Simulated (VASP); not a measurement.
```yaml
crystal:
  lattice:
    - [-1.57673, 1.57673, 1.57673]
    - [1.57673, -1.57673, 1.57673]
    - [1.57673, 1.57673, -1.57673]
  atoms:
    - { symbol: W, position: [0.00000, 0.00000, 0.00000] }
```

Calculation: SCAN meta-GGA, VASP's PBE PAW potentials (set 64) (plane waves; VASP). Settings: 520 eV cut-off, 18×18×18 Γ-centred mesh, tetrahedra with Blöchl corrections, potentials W_sv.

Unless said otherwise, spin-orbit coupling is left out, though it shifts the bands of the heavy elements here.

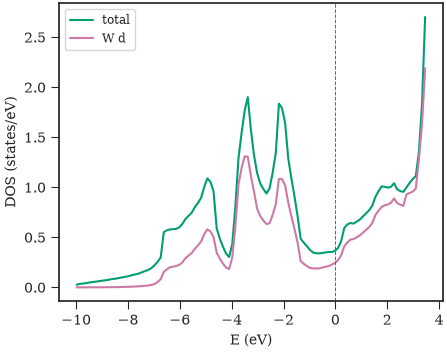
Total and projected density of states, zero at the Fermi level

Within 2 eV below the Fermi level the largest weight inside VASP's projection spheres is W d, then W p.

It has no gap at this level: it comes out as a metal or semimetal.

The compound is W in the bcc structure. It was relaxed first.
